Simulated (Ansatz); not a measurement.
# Run report: C$_{3}$H$_{3}$AlCl$_{2}$O$_{2}$, geometry relaxation

System: C$_{3}$H$_{3}$AlCl$_{2}$O$_{2}$, SMILES [Cl][Al-]1([Cl])[O]C=CC=[O+]1.
Method: RKS PBE0-D4/def2-TZVP (Ansatz 0.2.0).

The geometry: PBE-D4/def2-SVP start. Figures and captions count atoms from 1; the log counts them from 0 in places.

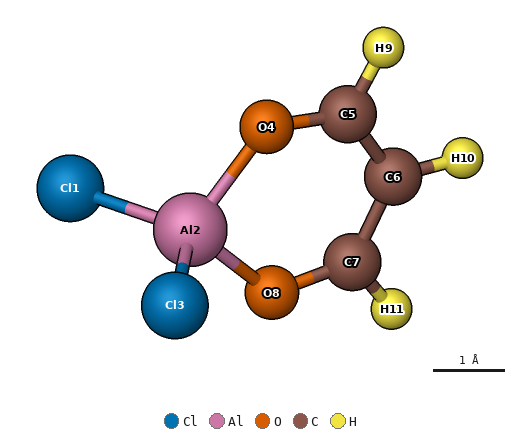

**Figure 1.** The starting structure (ball-and-stick view, seen at a tilt; atoms are numbered from 1 in the order of the input). Sticks mark near contacts.

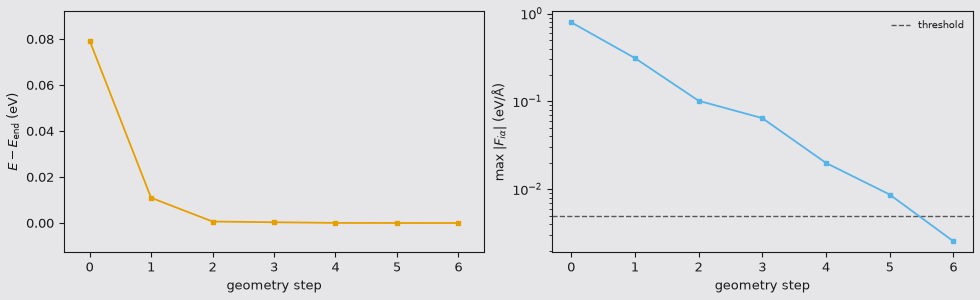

**Figure 2.** Progress of the relaxation, step by step (the first geometry is step 0 here and step 1 in the log).

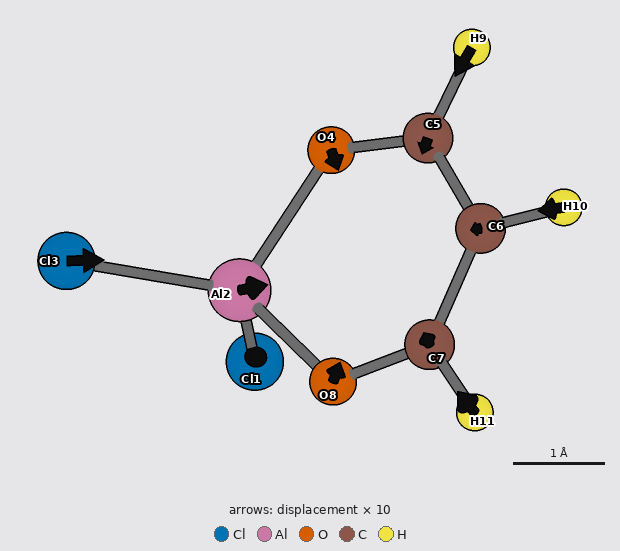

**Figure 3.** The starting structure with the displacements as black arrows, magnified 10 times (ball-and-stick view, seen at a tilt). The two geometries are laid on each other by the best rigid fit. The largest move after the best rigid fit is that of Cl3, 0.043 Å. By element the largest moves are Cl 0.043 Å, H 0.038 Å, Al 0.037 Å, O 0.026 Å, C 0.020 Å. Among the contacts that change: Al2–O4 1.851 → 1.813 Å, C5–H9 1.112 → 1.093 Å, C6–H10 1.098 → 1.080 Å, C5–C6 1.405 → 1.388 Å. Over 6 geometry steps the energy falls by 0.079 eV. The largest force component goes from 0.8 to 0.0026 eV/Å. (Atoms are counted from 1 in the order of the input.)

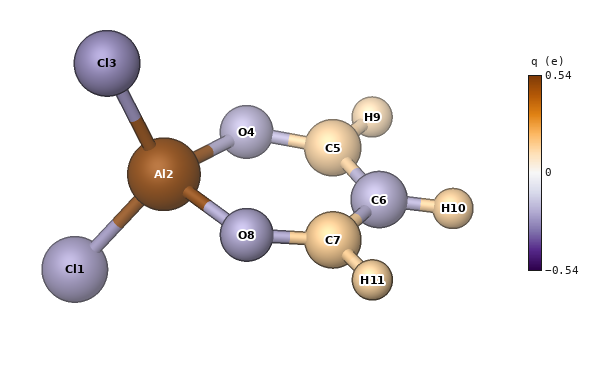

**Figure 4.** Mulliken charges, as the colour of each atom (ball-and-stick view, seen at a tilt; atoms are numbered from 1 in the order of the input; Mulliken charges depend strongly on the basis). By element: Cl −0.28, Al +0.51, O −0.23, C −0.23 to +0.16 and H +0.13 to +0.15 e.

The input and output of the run follow.

### The input
```yaml
crystal:
  periodic: [false, false, false]
  atoms:
    - {symbol: Cl, position_ang: [-1.250906, -2.179582, 2.177855]}
    - {symbol: Al, position_ang: [0.346329, -1.133173, 1.276109]}
    - {symbol: Cl, position_ang: [2.325319, -1.470870, 1.928369]}
    - {symbol: O, position_ang: [-0.017352, 0.682080, 1.294098]}
    - {symbol: C, position_ang: [-0.261953, 1.401800, 0.258445]}
    - {symbol: C, position_ang: [-0.282867, 0.944290, -1.070174]}
    - {symbol: C, position_ang: [-0.021586, -0.396850, -1.398835]}
    - {symbol: O, position_ang: [0.252107, -1.333095, -0.562866]}
    - {symbol: H, position_ang: [-0.470888, 2.474839, 0.460276]}
    - {symbol: H, position_ang: [-0.506541, 1.656364, -1.875436]}
    - {symbol: H, position_ang: [-0.046261, -0.702804, -2.467241]}
basis:
  gaussian: {orbitals: def2-TZVP}
hamiltonian: {xc: pbe0, dispersion: d4}
relax: {f_tol: 0.005, max_steps: 150}
```

Launch command:
```bash
ansatz run in.yaml --threads 4 --pin off --events-out ev --progress --plain --max-ram 11315MiB
```

### Output
```
Functional definition: PBE0
  name "PBE0"
  cite "Adamo & Barone, J. Chem. Phys. 110, 6158 (1999) doi:10.1063/1.478522"
  cite "Perdew, Burke & Ernzerhof, Phys. Rev. Lett. 77, 3865 (1996) doi:10.1103/PhysRevLett.77.3865"
  parent pbe
  parameter a = 0.25
  parameter kappa = 0.804
  parameter beta = 0.06672455060314922
  exchange = (1 - a)*pbe_x(kappa = kappa, mu = beta*pi^2/3) + a*exact_x
  correlation = pbe_c(beta = beta)
1789 factors; their error is unknown
mean field evaluation 1: about -38880.0959 eV, gradient 6.0e1 eV
mean field evaluation 2: about -38876.1139 eV, gradient 7.8e1 eV
mean field evaluation 4: about -38886.6894 eV, gradient 3.8e0 eV
mean field evaluation 8: about -38886.7186 eV, gradient 6.5e-2 eV
mean field evaluation 16: about -38886.8102 eV, gradient 2.4e-4 eV
mean field -38886.81019542 eV, -1429.0639162549 hartree, gradient 1.6e-5 eV, S^2 0.000000; 0 other end points of the search recorded, 0 dependent functions left out
the calculation of the forces begins
reference -38886.81022982 eV, -1429.0639175191 hartree; 42, 42 occupied and 242, 242 virtual orbitals, 1789 factors
relax step   1: F+E_penalty+E_count = -38887.13086399 eV  Δ(F+E_penalty+E_count) = +0.000e0 eV  max|allowed force component| = 7.956e-1 eV/Å  Δτ_max = 0.0000 Å  (32 SCF iters, accepted)
these checks for a lower state are left out or cut short: starts, cluster_reference, orbital_swaps, neighbouring_geometries, increment
1789 factors; their error is unknown
mean field -38886.87524373 eV, -1429.0663067363 hartree, gradient 1.0e-5 eV, S^2 0.000000; 0 other end points of the search recorded, 0 dependent functions left out
the calculation of the forces begins
reference -38886.87527795 eV, -1429.0663079938 hartree; 42, 42 occupied and 242, 242 virtual orbitals, 1789 factors
relax step   2: F+E_penalty+E_count = -38887.19924582 eV  Δ(F+E_penalty+E_count) = -6.838e-2 eV  max|allowed force component| = 3.117e-1 eV/Å  Δτ_max = 0.0295 Å  (34 SCF iters, accepted)
these checks for a lower state are left out or cut short: starts, cluster_reference, orbital_swaps, neighbouring_geometries, increment
1789 factors; their error is unknown
mean field evaluation 32: about -38886.8839 eV, gradient 6.0e-3 eV
mean field -38886.88387801 eV, -1429.0666240404 hartree, gradient 1.0e-5 eV, S^2 0.000000; 0 other end points of the search recorded, 0 dependent functions left out
the calculation of the forces begins
reference -38886.88391214 eV, -1429.0666252947 hartree; 42, 42 occupied and 242, 242 virtual orbitals, 1789 factors
relax step   3: F+E_penalty+E_count = -38887.20958049 eV  Δ(F+E_penalty+E_count) = -1.033e-2 eV  max|allowed force component| = 1.017e-1 eV/Å  Δτ_max = 0.0147 Å  (34 SCF iters, accepted)
these checks for a lower state are left out or cut short: starts, cluster_reference, orbital_swaps, neighbouring_geometries, increment
1789 factors; their error is unknown
mean field -38886.88412665 eV, -1429.0666331775 hartree, gradient 1.0e-5 eV, S^2 0.000000; 0 other end points of the search recorded, 0 dependent functions left out
the calculation of the forces begins
reference -38886.88416078 eV, -1429.0666344317 hartree; 42, 42 occupied and 242, 242 virtual orbitals, 1789 factors
relax step   4: F+E_penalty+E_count = -38887.20989615 eV  Δ(F+E_penalty+E_count) = -3.157e-4 eV  max|allowed force component| = 6.447e-2 eV/Å  Δτ_max = 0.0061 Å  (34 SCF iters, accepted)
these checks for a lower state are left out or cut short: starts, cluster_reference, orbital_swaps, neighbouring_geometries, increment
1789 factors; their error is unknown
mean field -38886.88448084 eV, -1429.0666461940 hartree, gradient 1.0e-5 eV, S^2 0.000000; 0 other end points of the search recorded, 0 dependent functions left out
the calculation of the forces begins
reference -38886.88451497 eV, -1429.0666474483 hartree; 42, 42 occupied and 242, 242 virtual orbitals, 1789 factors
relax step   5: F+E_penalty+E_count = -38887.21018500 eV  Δ(F+E_penalty+E_count) = -2.889e-4 eV  max|allowed force component| = 1.991e-2 eV/Å  Δτ_max = 0.0043 Å  (34 SCF iters, accepted)
these checks for a lower state are left out or cut short: starts, cluster_reference, orbital_swaps, neighbouring_geometries, increment
1789 factors; their error is unknown
mean field -38886.88457229 eV, -1429.0666495546 hartree, gradient 1.0e-5 eV, S^2 0.000000; 0 other end points of the search recorded, 0 dependent functions left out
the calculation of the forces begins
reference -38886.88460642 eV, -1429.0666508089 hartree; 42, 42 occupied and 242, 242 virtual orbitals, 1789 factors
relax step   6: F+E_penalty+E_count = -38887.21021570 eV  Δ(F+E_penalty+E_count) = -3.070e-5 eV  max|allowed force component| = 8.687e-3 eV/Å  Δτ_max = 0.0017 Å  (34 SCF iters, accepted)
these checks for a lower state are left out or cut short: starts, cluster_reference, orbital_swaps, neighbouring_geometries, increment
1789 factors; their error is unknown
mean field -38886.88463296 eV, -1429.0666517841 hartree, gradient 1.0e-5 eV, S^2 0.000000; 0 other end points of the search recorded, 0 dependent functions left out
the calculation of the forces begins
reference -38886.88466709 eV, -1429.0666530385 hartree; 42, 42 occupied and 242, 242 virtual orbitals, 1789 factors
relax step   7: F+E_penalty+E_count = -38887.21023355 eV  Δ(F+E_penalty+E_count) = -1.785e-5 eV  max|allowed force component| = 2.551e-3 eV/Å  Δτ_max = 0.0026 Å  (34 SCF iters, accepted)
1789 factors; their error is unknown
mean field evaluation 64: about -38886.7931 eV, gradient 2.6e-4 eV
mean field -38886.88463296 eV, -1429.0666517841 hartree, gradient 1.0e-5 eV, S^2 0.000000; 1 other end points of the search recorded, 0 dependent functions left out
the calculation of the forces begins
reference -38886.88466709 eV, -1429.0666530385 hartree; 42, 42 occupied and 242, 242 virtual orbitals, 1789 factors
Total energy: -38887.21026768 eV, -1429.0786186395 hartree
Atom 0 at    -1.229803    -2.160572     2.161341 Å, force     0.000852     0.000011     0.000122 eV/Å
Atom 1 at     0.336251    -1.110379     1.249011 Å, force     0.000219     0.002121    -0.002246 eV/Å
Atom 2 at     2.296041    -1.451649     1.903659 Å, force     0.000132     0.000485    -0.000532 eV/Å
Atom 3 at    -0.021603     0.666901     1.273616 Å, force    -0.002106    -0.002031     0.000700 eV/Å
Atom 4 at    -0.259324     1.383035     0.253182 Å, force     0.001270    -0.002225    -0.000193 eV/Å
Atom 5 at    -0.277913     0.936530    -1.061135 Å, force     0.000285     0.000497    -0.000557 eV/Å
Atom 6 at    -0.022320    -0.389979    -1.380803 Å, force     0.001992     0.000755     0.002087 eV/Å
Atom 7 at     0.243015    -1.312308    -0.550411 Å, force    -0.002551    -0.000879     0.001785 eV/Å
Atom 8 at    -0.462383     2.437798     0.456407 Å, force    -0.000051     0.001270     0.000118 eV/Å
Atom 9 at    -0.493032     1.638271    -1.853799 Å, force     0.000222     0.000313    -0.000246 eV/Å
Atom 10 at    -0.043527    -0.694647    -2.430468 Å, force    -0.000263    -0.000317    -0.001038 eV/Å
Dipole moment:    -0.249339     0.846476    -0.954663 e Å
```

### Trajectory as extended XYZ (Å, eV, eV/Å), 7 frames, from step=1 to step=7
```
11
Properties=species:S:1:pos:R:3:forces:R:3 step=1 energy=-38887.13086
Cl   -1.2509   -2.1796    2.1779    0.2674   0.1568  -0.1292
Al    0.3463   -1.1332    1.2761   -0.1089   0.3563  -0.4140
Cl    2.3253   -1.4709    1.9284   -0.3212   0.0435  -0.0921
O    -0.0174    0.6821    1.2941   -0.0914   0.0772  -0.7956
C    -0.2620    1.4018    0.2584    0.0855  -0.3652   0.1285
C    -0.2829    0.9443   -1.0702    0.0362  -0.1038   0.1232
C    -0.0216   -0.3968   -1.3988    0.0513  -0.0989   0.3809
O     0.2521   -1.3331   -0.5629   -0.1846   0.7735  -0.1517
H    -0.4709    2.4748    0.4603    0.1210  -0.6043  -0.0958
H    -0.5065    1.6564   -1.8754    0.1261  -0.3931   0.4448
H    -0.0463   -0.7028   -2.4672    0.0186   0.1582   0.6010
11
Properties=species:S:1:pos:R:3:forces:R:3 step=2 energy=-38887.19925
Cl   -1.2340   -2.1638    2.1638    0.0280   0.0157  -0.0123
Al    0.3415   -1.1197    1.2604   -0.0807   0.2695  -0.3117
Cl    2.3012   -1.4609    1.9145   -0.0301   0.0051  -0.0095
O    -0.0186    0.6798    1.2834    0.0130  -0.1919  -0.2137
C    -0.2605    1.3895    0.2552    0.0295  -0.0749   0.0314
C    -0.2807    0.9364   -1.0614    0.0014  -0.0155   0.0182
C    -0.0222   -0.3926   -1.3870    0.0217  -0.0252   0.0787
O     0.2492   -1.3225   -0.5620   -0.0427   0.2293   0.1791
H    -0.4652    2.4497    0.4536    0.0269  -0.1543  -0.0319
H    -0.5001    1.6405   -1.8572    0.0327  -0.1059   0.1197
H    -0.0452   -0.6933   -2.4427    0.0003   0.0481   0.1520
11
Properties=species:S:1:pos:R:3:forces:R:3 step=3 energy=-38887.20958
Cl   -1.2334   -2.1554    2.1551   -0.0160  -0.0155   0.0147
Al    0.3380   -1.1108    1.2499   -0.0160   0.0622  -0.0728
Cl    2.2958   -1.4520    1.9041    0.0242  -0.0069   0.0110
O    -0.0185    0.6713    1.2770    0.0272  -0.0963  -0.0051
C    -0.2571    1.3827    0.2541   -0.0388   0.0340   0.0197
C    -0.2784    0.9343   -1.0587    0.0160   0.0114  -0.0113
C    -0.0203   -0.3906   -1.3801   -0.0256  -0.0256  -0.0386
O     0.2472   -1.3156   -0.5541    0.0109   0.0163   0.1017
H    -0.4647    2.4370    0.4544    0.0090   0.0130   0.0006
H    -0.4970    1.6351   -1.8509    0.0004   0.0079  -0.0085
H    -0.0461   -0.6930   -2.4301    0.0087  -0.0004  -0.0114
11
Properties=species:S:1:pos:R:3:forces:R:3 step=4 energy=-38887.20990
Cl   -1.2318   -2.1566    2.1567   -0.0032  -0.0067   0.0068
Al    0.3378   -1.1092    1.2480   -0.0044  -0.0066   0.0054
Cl    2.2966   -1.4516    1.9037    0.0044  -0.0006   0.0015
O    -0.0200    0.6681    1.2754   -0.0180  -0.0194  -0.0095
C    -0.2623    1.3816    0.2542    0.0645   0.0388   0.0051
C    -0.2803    0.9349   -1.0596   -0.0373  -0.0087   0.0032
C    -0.0247   -0.3912   -1.3796    0.0566  -0.0003  -0.0290
O     0.2452   -1.3139   -0.5513   -0.0184   0.0091   0.0172
H    -0.4588    2.4380    0.4555   -0.0229  -0.0025   0.0039
H    -0.4957    1.6364   -1.8522   -0.0039   0.0030  -0.0038
H    -0.0406   -0.6933   -2.4301   -0.0174  -0.0060  -0.0009
11
Properties=species:S:1:pos:R:3:forces:R:3 step=5 energy=-38887.21019
Cl   -1.2316   -2.1581    2.1583    0.0037   0.0009  -0.0003
Al    0.3369   -1.1093    1.2479    0.0052  -0.0180   0.0199
Cl    2.2961   -1.4521    1.9042   -0.0017   0.0002  -0.0005
O    -0.0196    0.6675    1.2746   -0.0037   0.0079  -0.0158
C    -0.2587    1.3827    0.2537   -0.0073   0.0103   0.0083
C    -0.2787    0.9358   -1.0604    0.0048  -0.0027   0.0032
C    -0.0218   -0.3904   -1.3803   -0.0017  -0.0085  -0.0110
O     0.2452   -1.3131   -0.5506   -0.0053   0.0143  -0.0088
H    -0.4629    2.4375    0.4563    0.0034  -0.0037   0.0006
H    -0.4954    1.6372   -1.8530    0.0008  -0.0004   0.0006
H    -0.0441   -0.6946   -2.4302    0.0017  -0.0003   0.0038
11
Properties=species:S:1:pos:R:3:forces:R:3 step=6 energy=-38887.21022
Cl   -1.2308   -2.1591    2.1595    0.0021   0.0005  -0.0002
Al    0.3368   -1.1098    1.2485    0.0020  -0.0064   0.0070
Cl    2.2960   -1.4524    1.9044   -0.0009   0.0007  -0.0009
O    -0.0203    0.6675    1.2742   -0.0025  -0.0008  -0.0087
C    -0.2591    1.3829    0.2534   -0.0014   0.0046   0.0043
C    -0.2785    0.9361   -1.0607    0.0025  -0.0014   0.0015
C    -0.0220   -0.3902   -1.3806   -0.0009  -0.0044  -0.0046
O     0.2445   -1.3128   -0.5507   -0.0035   0.0083   0.0002
H    -0.4627    2.4377    0.4563    0.0010  -0.0010   0.0005
H    -0.4947    1.6376   -1.8533    0.0005   0.0001   0.0000
H    -0.0439   -0.6945   -2.4304    0.0012  -0.0004   0.0010
11
Properties=species:S:1:pos:R:3:forces:R:3 step=7 energy=-38887.21023
Cl   -1.2298   -2.1606    2.1613    0.0009   0.0000   0.0001
Al    0.3363   -1.1104    1.2490    0.0002   0.0021  -0.0022
Cl    2.2960   -1.4516    1.9037    0.0001   0.0005  -0.0005
O    -0.0216    0.6669    1.2736   -0.0021  -0.0020   0.0007
C    -0.2593    1.3830    0.2532    0.0013  -0.0022  -0.0002
C    -0.2779    0.9365   -1.0611    0.0003   0.0005  -0.0006
C    -0.0223   -0.3900   -1.3808    0.0020   0.0008   0.0021
O     0.2430   -1.3123   -0.5504   -0.0026  -0.0009   0.0018
H    -0.4624    2.4378    0.4564   -0.0001   0.0013   0.0001
H    -0.4930    1.6383   -1.8538    0.0002   0.0003  -0.0002
H    -0.0435   -0.6946   -2.4305   -0.0003  -0.0003  -0.0010
```

### Summary

- outcome: converged
- total energy: −38887.2103 eV
- mean-field energy: −38886.8847 eV
- dispersion energy: −0.3256 eV
- SCF solution under orbital rotations: stable
- largest force (length of the vector) at the end: 0.003 eV/Å
- dipole moment: 6.24 D
- hardware: 4 threads of Arm Neoverse V2, 23 GiB of memory available, shared host
- wall time: 59 s (CPU time 3.8 min)
- peak memory: 1.1 GiB
